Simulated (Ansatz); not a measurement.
**TiB2, response to strain**

The parent structure is TiB2 (space group P6/mmm, No. 191; relaxed with 0.1 eV smearing).

Space group P6/mmm (No. 191); a = b = 3.0324 Å, c = 3.2238 Å, α = β = 90.00°, γ = 120.00°

```csv
atom,site,symmetry,x,y,z
Ti,1a,6/mmm,0.0000,0.0000,0.0000
B,2d,-6m2,0.3333,0.6667,0.5000
```

Strains are applied to the cell and any free atomic positions relax.

The values are results of PBE (Ansatz, a first-principles code), spin-orbit coupling left out, not measurements.

Notes on the quantities. energy relative to the base: free energy F.

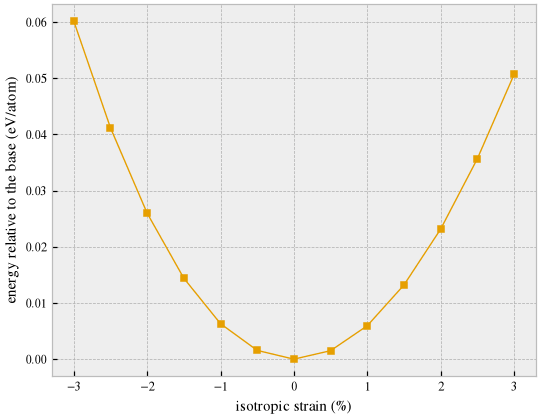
Figure: Energy relative to the base against isotropic strain

Q: From the plot, what is the energy relative to the base for isotropic strain +1.00 %?

A: About 0.006 eV/atom.

Q: Is the trend monotonic over the range shown?

A: No, it turns within the range, spanning 0 meV/atom to +60 meV/atom.

Stability against distortions was not tested. The final runs are not spin-polarised.
